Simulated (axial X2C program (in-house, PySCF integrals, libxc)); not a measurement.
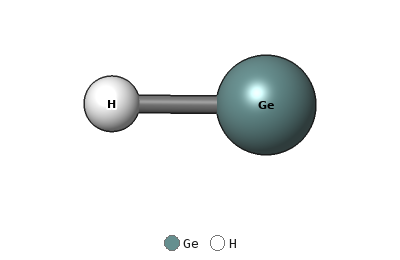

The molecule at the reference distance of 1.626 Å.

## Run report: GeH⁻, relativistic diatomic calculation

- system: GeH⁻, single determinant with Ω = 1. The distance is the PBE0 minimum at charge −1.
- method: expectation values, HF and Kohn-Sham, two-component X2C with atomic mean-field Coulomb and Gaunt terms, Ge dyall-acv3z, H dyall-av3z (cores contracted) (axial X2C program (in-house, PySCF integrals, libxc))

## Key numbers

- outcome: converged; the levels of theory disagree widely; a filled level lies above zero
- hardware: 1 thread of Arm Neoverse N1, 24 GiB of memory available, shared host
- wall time: 2.7 s
- peak memory: 0.28 GiB

## Notes

The highest filled level (PBE0, up to 0.59 eV) lies above zero. That is common for anions, where the functional's self-interaction leaves the outer electrons unbound; only the finite basis holds them, so such levels depend on it.

## The input
```
{"zs": [32, 1], "q": -1, "bas": ["dyall-acv3z", "dyall-av3z"], "r0": 1.53, "levels": ["PBE0", "HF", "BHandHLYP", "BP86", "r2SCAN"], "nst": 3}
```

The line is the task of a batch: nuclear charges, charge, bases, the levels to run, a first guess of the distance and further settings. This report covers the levels named above. The log is that of the reference distance, started from orbitals converged before.

Launched within a batch (the task file carries these settings):
```bash
python <driver script> task.json out
```

## Log
```
two-component X2C + atomic mean field  PBE0
basis functions 150  fitting functions 814  grid points 5072
iter        total energy     max residual
   1      -2098.510558455     4.88e-06
   2      -2098.510558457     4.08e-06
   3      -2098.510558458     1.02e-06
converged
one-electron -2950.36517174  Coulomb 922.59412207  exact exchange -19.73664317  xc functional -60.69580301  nuclear repulsion 10.41431165  atomic mean-field constant -0.72137426
```

## Expectation values by level of theory

| quantity | PBE0 | HF | BHandHLYP | BP86 | r2SCAN |
| --- | --- | --- | --- | --- | --- |
| effective field for an electron dipole moment (GV/cm) | 0.275 | 0.649 | 0.226 | 0.170 | 0.370 |
| field gradient at the first nucleus (a.u.) | −1.39 | −1.28 | −1.27 | −1.48 | −1.41 |
| field gradient at the second nucleus (a.u.) | 0.101 | 0.108 | 0.102 | 0.0986 | 0.0994 |
| A∥/gI, first nucleus (MHz) | −341 | −341 | −272 | −307 | −381 |
| A∥/gI, second nucleus (MHz) | −4.82 | −6.39 | −2.88 | −4.00 | −5.38 |

Each column comes from one determinant with 2 or more unpaired spinors, which can mix states, in a basis with contracted cores. The levels disagree widely: the effective field runs from 0.170 to 0.649 GV/cm. They may not all have settled in the same state, and these values aren't reliable properties of the molecule.

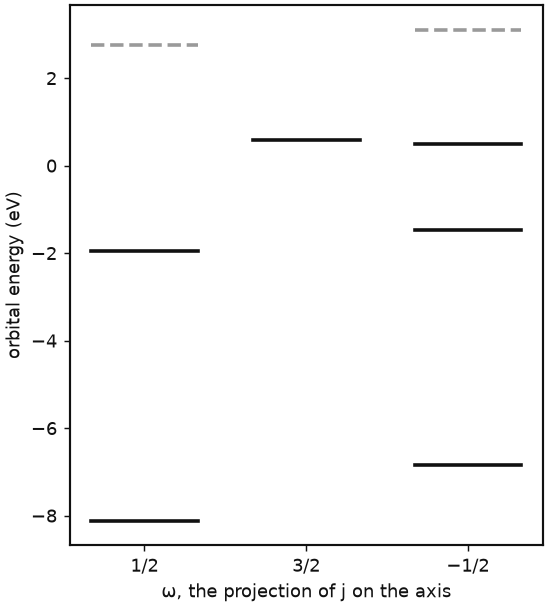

Orbital energies (PBE0) near the frontier at 1.63 Å, filled (solid) and empty (dashed). The highest filled spinor (3/2; 84 % Ge p, 12 % H p) lies at 0.59 eV, the lowest empty one (1/2; 75 % H s, 16 % Ge p) at 2.77 eV. A filled level above zero is held only by the finite basis .
